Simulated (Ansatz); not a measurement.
# Is Sn (I4_1/amd) a stable metal?, part 2 of 3

Question: is the lattice of Sn (I4_1/amd) stable, and if so, what are its coupling constant and resistivity?

Ansatz 0.2.0; DFT PBE, scalar-relativistic, plane waves, PAW.

So far. Step 2 (Relaxation): The largest force is now zero by symmetry and the largest stress component 0.0060 GPa. Step 3 (Relaxing tightly for phonons): The largest force is now zero by symmetry and the largest stress component 0.0016 GPa, small enough for phonons. The relaxed cell has a = 5.972, c = 3.188 Å (conventional setting).

**4. Phonons: q 2×2×2, k 6×6×6**

Before any scattering is computed, the phonons show whether the structure is a minimum.

input.yaml reads:

```yaml
crystal:
  lattice:
    - [-2.9857667292, 2.9857667292, 1.5941619395]
    - [2.9857667292, -2.9857667292, 1.5941619395]
    - [2.9857667292, 2.9857667292, -1.5941619395]
  atoms:
    - { symbol: Sn, position: [0.75, 0.25, 0.5] }
    - { symbol: Sn, position: [0.0, 0.0, 0.0] }
kpoints:
  mp_grid: { grid: [6, 6, 6] }
hamiltonian:
  xc: pbe
scf:
  occupations: { method: methfessel_paxton, width: 0.2 }
output:
  eigenvalues: true
phonons:
  method: dfpt
  qmesh: [2, 2, 2]
  temperatures: { t_max: 1000, t_step: 50 }
  qpath:
    path:
      - [[0.0, 0.0, 0.0], [0.0, 0.0, 0.5], [-0.5, 0.5, 0.5], [0.0, 0.0, 0.0], [0.32126776, 0.32126776, -0.32126776]]
      - [[-0.32126776, 0.67873224, 0.32126776], [-0.5, 0.5, 0.5]]
      - [[0.0, 0.0, 0.5], [0.25, 0.25, 0.25], [0.0, 0.5, 0.0], [0.0, 0.0, 0.0]]
    npoints: 10
```

Launch:

```
> ansatz run input.yaml --threads 4 --pin off --max-ram 10240MiB --backend cpu --events-out ev --progress --plain --runs-dir out
```

Numbers of over 12 decimals in the logs are rounded to 6 here.

Log:

```text
[...]
Crystal: 2 atoms, lattice volume = 56.847 Å³
Basis set: ecut = 420 eV, 1113 PW (Γ), exchange–correlation on 64×64×64 points (8 copies of the dense FFT grid, shifted against one another)
Bands: 18, of which v1, the nominal top of the filled ones, is band 14 counted from 1 (13 counted from 0)
Symmetry: 16 space group operations
k-points: 30 of 216
[...]
SCF iter   1: F=—  HF=-12048.332163 eV  |F-HF|=—  |Δ(HF+E_count)|=         —  Δρ=9.39e-4  dr2=3.62e-4  ethr=1.77e-3  ⟨swp⟩=5.6  Hψ=2598  notcnv=0
[...]
SCF iter   9: F=-12048.330954 eV  HF=-12048.330954 eV  |F-HF|=7.28e-12  |Δ(HF+E_count)|=  1.00e-10  S|Δr|=    0.00e0  Δρ=2.43e-8  dr2=2.73e-13  ethr=1.00e-12  ⟨swp⟩=4.6  Hψ=2632  notcnv=0
SCF 1 converged in 9 iterations: F = -12048.330954 eV  dr2 = 2.73e-13
[...]
NSCF: frozen V_eff on 30 k-points
[...]
DFPT response loops at q = (0, 0, 0) (fractional): preconditioner auto → Kerker (q_TF=auto, 2.425 Å⁻¹) (partly filled bands, converged f_vac=0.000); β = 1.00, the filter's whole step (`scf.mixing.beta` (0.50) is not read by the response loops under this deck's `scf.mixing.preconditioner`; to damp them name `kerker` or `kerker_dos`, under which they read `scf.mixing.beta`, and type it under 1.00, their step now; both keys bind the ground state too); Broyden in place of MSR1
[...]
SCF converged after 9 iterations
Stability not checked: this state was not tested for a lower state beside it, because cold or Methfessel-Paxton smearing, or corrected tetrahedra, fill the levels in a way that the test cannot read (fill_not_monotonic; see scf.lower_state_search)
Free energy (F): -12048.330954 eV
[...]
Internal energy: -12048.327906 eV  (E = F + TS)
E sigma→0 (E₀):  -12048.330192 eV
Entropy (-TS):   -0.003049 eV (-1.524 meV/atom)
Fermi energy:    10.159622 eV
Step filling:    the computed levels leave a gap of 0.0408 eV = 0.2 smearing widths at the electron count; against every level under it full and every level over it empty, smearing changes F+E_penalty+E_count by -0.746 meV and its σ→0 estimate by +0.016 meV
[...]
--- Band table (eV; the first three rows and the last of 30) ---
  k-point 0: bands = [... 10 lower, -0.7394, 6.0955, 8.1351, 8.1351, 13.0388, 15.8954, 15.8954, 16.8887]
  k-point 1: bands = [... 10 lower, -0.5030, 4.8040, 8.4153, 9.0297, 14.0980, 14.3751, 14.7592, 16.7339]
  k-point 2: bands = [... 10 lower, 0.2043, 2.9526, 9.2405, 10.1497, 12.3275, 12.9660, 16.3307, 16.4146]
  k-point 29: bands = [... 10 lower, 2.5415, 2.5415, 5.5003, 5.5003, 15.3016, 15.3016, 18.7502, 18.7502]
--- Phonons (Γ-DFPT): 2 representative perturbations + reference (Σ response iterations 6) ---
  ASR residual: 2.564e-5 → 0.000e0 eV/Å²; symmetrization residual: 3.610e-12 eV/Å²
  ASR residual per site (eV/Å²): 2.56e-5 2.56e-5
  Γ frequencies (cm⁻¹): 0.00 0.00 0.00 22.71 108.72 108.72
--- Phonons (arbitrary-q DFPT): 4 irreducible q on the 2×2×2 mesh ---
  q = [0.0000, 0.0000, 0.0000] (star 1, of the zone-centre solve; hermiticity 1.10e-12, symmetrization 1.40e-12): -0.00 0.00 0.00 22.71 108.72 108.72
  q = [0.0000, 0.0000, -0.5000] (star 2, 2 solved perturbations in 114 linear systems a pass and spin channel, the states on 68 of 216 k-point pairs; hermiticity 1.75e-6, symmetrization 1.48e-7): 21.24 21.24 92.51 92.51 101.11 101.11
  q = [0.0000, -0.5000, 0.0000] (star 4, 3 solved perturbations on 68 of 216 k-point pairs; hermiticity 1.66e-6, symmetrization 7.59e-7): 26.81 66.21 70.07 110.29 111.27 117.65
[...]
sum rule: each row above includes the acoustic sum rule's correction from the zone centre's row sums; it moved no ω² by more than (0.24 cm⁻¹)²
  mesh force constants: q→R imaginary residual 1.20e-17; ASR residual 2.564e-5 → 0.000e0 eV/Å²; symmetrization residual 3.109e-15 eV/Å²
  interpolated dispersion: 83 rows × 6 modes
  density of states and harmonic sums: on the 22×22×16 q-mesh, interpolated from the force constants of a 2×2×2 supercell (no non-analytic term)
  largest difference from the sums on the solved wave vectors: F 1.05e-1 eV, S 1.47e-4 and C_V 4.18e-5 eV/K
  zero-point energy: 0.027643 eV/cell   skipped modes (ω ≤ 0): 307, of them read as no rigid motion or as one in doubt: 304 (1.392e-1 modes/cell left out, lowest -27.21 cm⁻¹)   left out of the sums: 2.33e-2 of the cell's modes: C_V's classical limit lies that fraction below 3 k_B per atom; for a crystal, a wire or a layer, F and S can be off by more, and a phonons.interpolated_qmesh denser along its periods is the remedy for the sampling
```

Run time: 8.9 s. Hardware: 4 threads of Intel Xeon 6975P-C (Granite Rapids), shared host; peak memory 0.64 GiB.

The column dr2 measures how far the density is from self-consistency, as an energy; F and HF (Harris–Foulkes) agree once it is small.

Numbers from this step:

- share of imaginary modes in the plain interpolation between solved wavevectors: 0.0224
- highest frequency, solved or plainly interpolated: 127.3 cm⁻¹

Solved on the 2×2×2 mesh alone; all other wavevectors are interpolated. Phonon branches along the path, in cm⁻¹:

```csv
point,branch 1,branch 2,branch 3,branch 4,branch 5,branch 6
Γ,0,0,0,23,109,109
X,21,21,92,92,101,101
M,-25,-25,16,16,127,127
Γ,0,0,0,23,109,109
Z,-15,-15,90,92,114,114
jump to Z0,-15,-15,90,92,114,114
M,-25,-25,16,16,127,127
jump to X,21,21,92,92,101,101
P,66,66,87,87,122,122
N,27,66,70,110,111,118
Γ,0,0,0,23,109,109
```

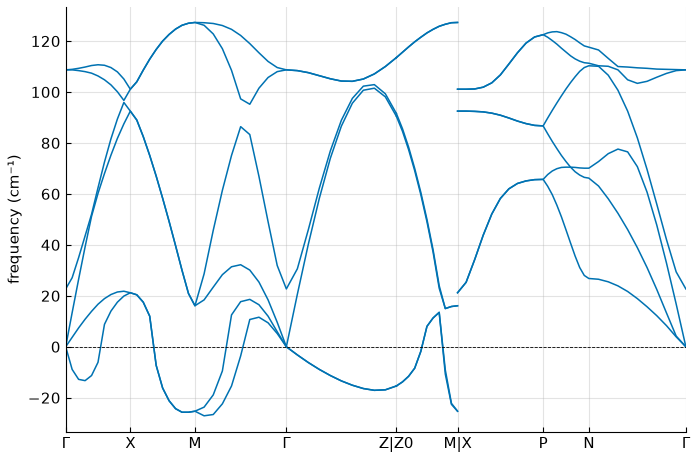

Phonon branches along the path.

Lowest modes at the softest wavevector of the mesh. Modes at q = (0.500, 0.500, 0.500) (negative means imaginary):

```csv
mode,frequency (cm⁻¹)
1,-25.3
2,-25.3
3,16.1
4,16.1
5,127.3
6,127.3
```

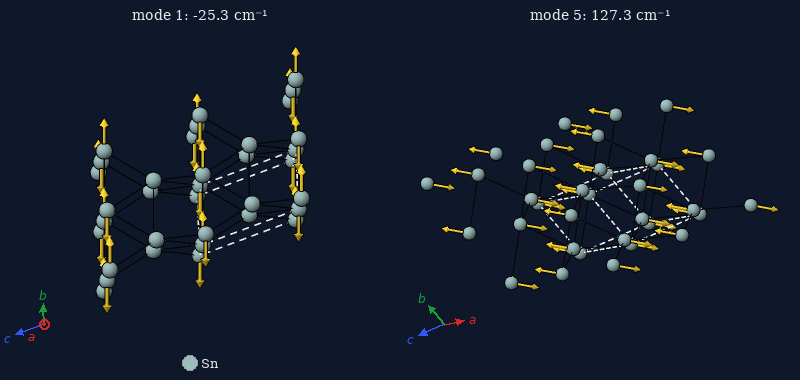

Displacement patterns of modes 1 and 5 at q = (0.500, 0.500, 0.500); arrows are exaggerated. Bonds to atoms that aren't drawn are left out. 2×2×2 cells are drawn. The axes are those of the cell as run, not the conventional ones. Some periodic images of atoms are drawn too.

Among the solved wavevectors the lowest mode, translations apart, is -25.3 cm⁻¹, imaginary.

**5. Lattice stability: q 2×2×2, k 8×8×8**

An imaginary mode on so few k-points may come from the sampling, so the phonons are repeated with another k mesh.

Edit input.yaml of step 4 so:

```diff
@@ -9,3 +9,3 @@
 kpoints:
-  mp_grid: { grid: [6, 6, 6] }
+  mp_grid: { grid: [8, 8, 8] }
 hamiltonian:
```

The mesh is denser.

Log:

```text
[...]
Crystal: 2 atoms, lattice volume = 56.847 Å³
Basis set: ecut = 420 eV, 1113 PW (Γ), exchange–correlation on 64×64×64 points (8 copies of the dense FFT grid, shifted against one another)
Bands: 18, of which v1, the nominal top of the filled ones, is band 14 counted from 1 (13 counted from 0)
Symmetry: 16 space group operations
k-points: 59 of 512
[...]
SCF iter   1: F=—  HF=-12048.321762 eV  |F-HF|=—  |Δ(HF+E_count)|=         —  Δρ=8.59e-4  dr2=3.08e-4  ethr=1.77e-3  ⟨swp⟩=5.4  Hψ=5126  notcnv=0
[...]
SCF iter   9: F=-12048.320569 eV  HF=-12048.320569 eV  |F-HF|=3.64e-12  |Δ(HF+E_count)|=    0.00e0  S|Δr|=    0.00e0  Δρ=2.85e-8  dr2=3.63e-13  ethr=1.00e-12  ⟨swp⟩=6.1  Hψ=4538  notcnv=0
SCF 1 converged in 9 iterations: F = -12048.320569 eV  dr2 = 3.63e-13
[...]
SCF converged after 9 iterations
[...]
Free energy (F): -12048.320569 eV
[...]
Internal energy: -12048.318810 eV  (E = F + TS)
E sigma→0 (E₀):  -12048.320129 eV
Entropy (-TS):   -0.001759 eV (-0.879 meV/atom)
Fermi energy:    10.022014 eV
[...]
--- Band table (eV; the first three rows and the last of 59) ---
  k-point 0: bands = [... 10 lower, -0.7361, 6.1043, 8.1347, 8.1347, 13.0377, 15.8962, 15.8962, 16.8954]
  k-point 1: bands = [... 10 lower, -0.6031, 5.2634, 8.2926, 8.7414, 13.6446, 14.8865, 15.1838, 16.8439]
  k-point 2: bands = [... 10 lower, -0.2045, 3.8680, 8.7615, 9.5956, 13.3318, 13.8566, 15.3004, 16.5229]
  k-point 58: bands = [... 10 lower, 2.5468, 2.5468, 5.4995, 5.4995, 15.3072, 15.3072, 18.7534, 18.7534]
[...]
ASR residual: 3.340e-5 → 0.000e0 eV/Å²; symmetrization residual: 5.480e-12 eV/Å²
  ASR residual per site (eV/Å²): 3.34e-5 3.34e-5
  Γ frequencies (cm⁻¹): 0.00 0.00 0.00 35.53 114.99 114.99
--- Phonons (arbitrary-q DFPT): 4 irreducible q on the 2×2×2 mesh ---
[...]
interpolated dispersion: 83 rows × 6 modes
[...]
```

The job ended after 17 s (4 threads; peak memory 0.83 GiB; 62 s of CPU time).

This step gave:

- share of imaginary modes in the plain interpolation between solved wavevectors: 0.0197
- highest frequency, solved or plainly interpolated: 121.7 cm⁻¹

Solved on the 2×2×2 mesh alone; all other wavevectors are interpolated. Phonon branches along the path, in cm⁻¹:

```csv
point,branch 1,branch 2,branch 3,branch 4,branch 5,branch 6
Γ,0,0,0,36,115,115
X,23,23,94,94,98,98
M,21,21,41,41,114,114
Γ,0,0,0,36,115,115
Z,-23,-23,79,89,111,111
jump to Z0,-23,-23,79,89,111,111
M,21,21,41,41,114,114
jump to X,23,23,94,94,98,98
P,57,57,89,89,114,114
N,31,58,62,103,105,118
Γ,0,0,0,36,115,115
```

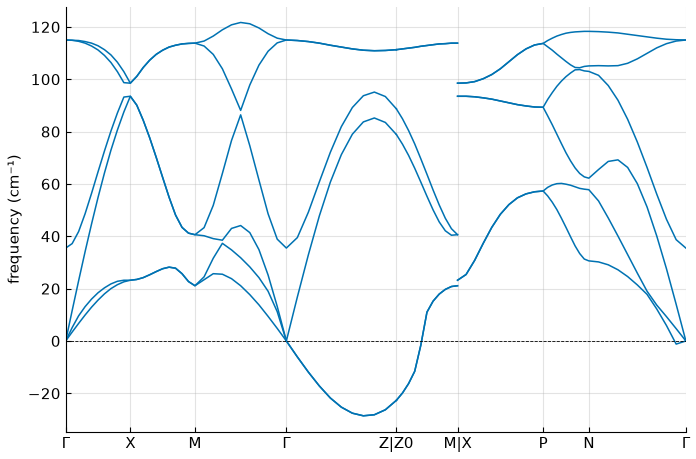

Phonon branches along the path.

Lowest modes at the softest wavevector of the mesh. Modes at q = (0.500, 0.500, 0.500):

```csv
mode,frequency (cm⁻¹)
1,21.1
2,21.1
3,40.6
4,40.6
5,113.8
6,113.8
```

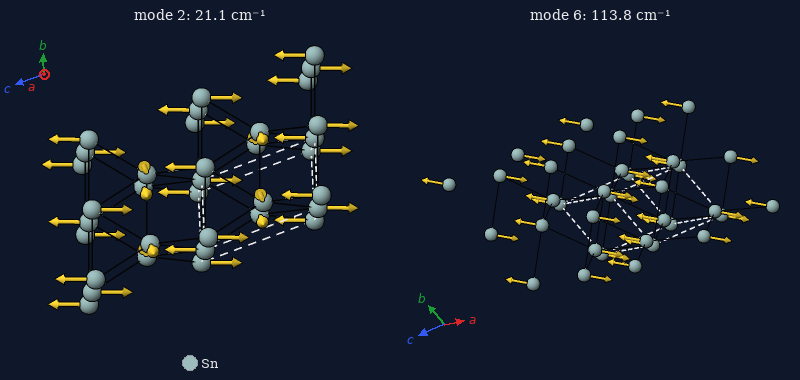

Displacement patterns of modes 2 and 6 at q = (0.500, 0.500, 0.500); arrows are exaggerated. Bonds to atoms that aren't drawn are left out. 2×2×2 cells are drawn. The axes are those of the cell as run, not the conventional ones. Some periodic images of atoms are drawn too.

Phonopy on the run's constants, 21x21x13 mesh, Gaussian sigma 2.0 cm⁻¹. Table of modes, Sn by wavenumber; read off at these points:

```csv
wavenumber (cm⁻¹),"modes, Sn (1/cm⁻¹/cell)"
-30.0,6.5e-4
-20.0,0.00572
-10.0,0.00445
0.0,0.00108
10.0,0.00805
20.0,0.0271
30.0,0.0619
35.8,0.0639
40.0,0.0598
50.0,0.0461
60.0,0.0381
70.0,0.0424
75.2,0.0483
80.0,0.0408
90.0,0.0376
100.0,0.0636
110.0,0.0983
114.5,0.122
120.0,0.0504
130.0,0
```

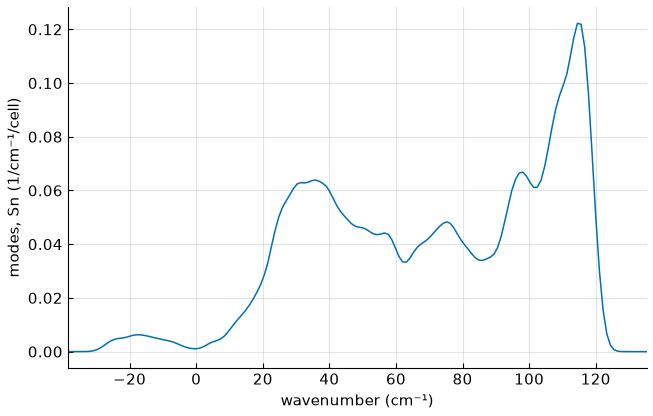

Modes, Sn, plotted against wavenumber.

No LO-TO term; unit eigenvectors of the mass-weighted matrix. Modes at Γ:

```csv
mode,frequency (cm⁻¹),symmetry
1,0.0,unnamed
2,0.0,unnamed
3,0.0,unnamed
4,35.5,B1g
5,115.0,Eg
6,115.0,Eg
```

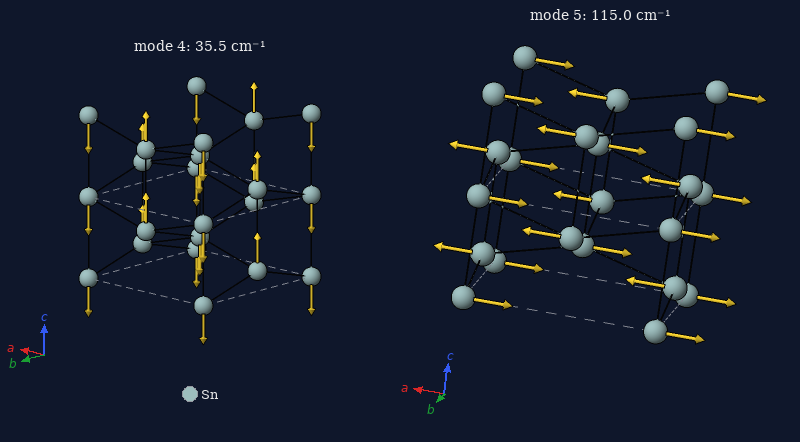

Displacement patterns of modes 4 and 5 at Γ; arrows are exaggerated. 1×1×2 conventional cells are drawn. Some periodic images of atoms are drawn too.

Among the solved wavevectors the lowest mode, translations apart, is 21.1 cm⁻¹, so these are real on this k mesh.

**6. Electron–phonon run: q 2×2×2, k 8×8×8, scattering 12×12×12**

Phonons, couplings and the Boltzmann equation in one run.

Edit input.yaml of step 5 so:

```diff
@@ -26 +26,5 @@
     npoints: 10
+  electrical_resistivity:
+    mesh: [12, 12, 12]
+    temperatures: [20.0, 50.0, 80.0, 100.0, 150.0, 200.0, 273.0, 300.0, 400.0, 500.0, 600.0, 800.0]
+  superconductivity: { mesh: [12, 12, 12] }
```

Log:

```text
[the first part of the log is left out]
  E_nonlocal   = -64.896399
  E_hartree    = 1088.165839
  E_xc         = -764.894951
  E_vxc        = -191.725994  (∫ρ·V_xc dr)
  E_paw        = -8271.934108  (= ΣΔE_a)
  E_vpaw       = -709.454300  (= ΣTr[D̂ρ^β])
  E_aug_tail   = -0.000001  (compensation charges beyond the density's cutoff)
  E_ewald      = -2643.119629
  E_smearing   = -0.001759  (= −TS)
  E_closure    = 0.000000  (closes the sum)
  Σ components = -12048.320569   (vs F -12048.320569, Δ=0.00e0)
--- Band table (eV; the first three rows and the last of 59) ---
  k-point 0: bands = ["-11.5250", "-11.4713", "-11.4228", "-11.4163", "-11.2742", "-11.2742", "-11.2661", "-11.2661", "-11.2021", "-11.1063", "-0.7361", "6.1043", "8.1347", "8.1347", "13.0377", "15.8962", "15.8962", "16.8954"]
  k-point 1: bands = ["-11.5137", "-11.4724", "-11.4287", "-11.4074", "-11.2795", "-11.2695", "-11.2639", "-11.2624", "-11.2084", "-11.1174", "-0.6031", "5.2634", "8.2926", "8.7414", "13.6446", "14.8865", "15.1838", "16.8439"]
  k-point 2: bands = ["-11.4813", "-11.4743", "-11.4424", "-11.3825", "-11.2967", "-11.2608", "-11.2589", "-11.2518", "-11.2253", "-11.1463", "-0.2045", "3.8680", "8.7615", "9.5956", "13.3318", "13.8566", "15.3004", "16.5229"]
  k-point 58: bands = ["-11.4784", "-11.4784", "-11.3006", "-11.3006", "-11.2931", "-11.2931", "-11.2721", "-11.2721", "-11.2628", "-11.2628", "2.5468", "2.5468", "5.4995", "5.4995", "15.3072", "15.3072", "18.7534", "18.7534"]
--- Phonons (Γ-DFPT): 2 representative perturbations + reference (Σ response iterations 8) ---
  ASR residual: 3.042e-5 → 0.000e0 eV/Å²; symmetrization residual: 5.480e-12 eV/Å²
  ASR residual per site (eV/Å²): 3.04e-5 3.04e-5
  Γ frequencies (cm⁻¹): 0.00 0.00 0.00 35.53 114.99 114.99
--- Phonons (arbitrary-q DFPT): 4 irreducible q on the 2×2×2 mesh ---
  q = [0.0000, 0.0000, 0.0000] (star 1, of the zone-centre solve; hermiticity 8.79e-13, symmetrization 1.76e-12): -0.00 0.00 0.00 35.53 114.99 114.99
  q = [0.0000, 0.0000, -0.5000] (star 2, 2 solved perturbations in 245 linear systems a pass and spin channel, the states on 150 of 512 k-point pairs; hermiticity 1.12e-7, symmetrization 4.76e-8): 23.20 23.20 93.54 93.54 98.50 98.50
  q = [0.0000, -0.5000, 0.0000] (star 4, 3 solved perturbations on 150 of 512 k-point pairs; hermiticity 1.47e-6, symmetrization 5.49e-7): 30.62 57.81 62.25 103.03 105.10 118.31
  q = [-0.5000, -0.5000, -0.5000] (star 1, 2 solved perturbations in 154 linear systems a pass and spin channel, the states on 95 of 512 k-point pairs; hermiticity 5.45e-7, symmetrization 2.12e-7): 21.11 21.11 40.62 40.62 113.80 113.80
  sum rule: each row above includes the acoustic sum rule's correction from the zone centre's row sums; it moved no ω² by more than (0.26 cm⁻¹)²
  mesh force constants: q→R imaginary residual 1.37e-17; ASR residual 3.042e-5 → 0.000e0 eV/Å²; symmetrization residual 3.109e-15 eV/Å²
  interpolated dispersion: 83 rows × 6 modes
  density of states and harmonic sums: on the 22×22×16 q-mesh, interpolated from the force constants of a 2×2×2 supercell (no non-analytic term)
  largest difference from the sums on the solved wave vectors: F 5.51e-2 eV, S 7.71e-5 and C_V 2.20e-5 eV/K
  zero-point energy: 0.026998 eV/cell   skipped modes (ω ≤ 0): 252, of them read as no rigid motion or as one in doubt: 249 (1.193e-1 modes/cell left out, lowest -28.33 cm⁻¹)   left out of the sums: 2.00e-2 of the cell's modes: C_V's classical limit lies that fraction below 3 k_B per atom; for a crystal, a wire or a layer, F and S can be off by more, and a phonons.interpolated_qmesh denser along its periods is the remedy for the sampling
Error: electrical resistivity: the mode of lowest frequency at the wavevector [0.2500, 0.2500, -0.2500] is imaginary, -28.45 cm⁻¹ (written negative): every mode at the wavevectors of the force constants' own supercell is real, and this one is interpolated between them; take force constants of more repeats (phonons.supercell, under dfpt phonons.qmesh), or, with a block electrical_resistivity or superconductivity, name a file of force constants under which the crystal is stable (phonons.electron_phonon_force_constants)
The harmonic force constants that this run solved are whole in <dir>
```

Wall time 19 s (4 threads); peak memory 0.84 GiB.

The run ended with an error.

The program's message: “electrical resistivity: the mode of lowest frequency at the wavevector [0.2500, 0.2500, -0.2500] is imaginary, -28.45 cm⁻¹ (written negative): every mode at the wavevectors of the force constants' own …”

The run stops because a mode is imaginary on the scattering mesh, where no scattering rate is defined; denser k meshes, other smearings and, between solved wavevectors, finer q meshes show whether the instability is real.

(Continued in part 3 of 3.)

[Logs are printed without paths, hosts, clocks, repeated set-up lines and the standing remarks that a program may print on its own settings, such as how far it seeks lower states.]

[Hosts, paths, dates, database ids (printed as entryN), source tags and the programs' standing remarks are cut or masked in the printed files.]
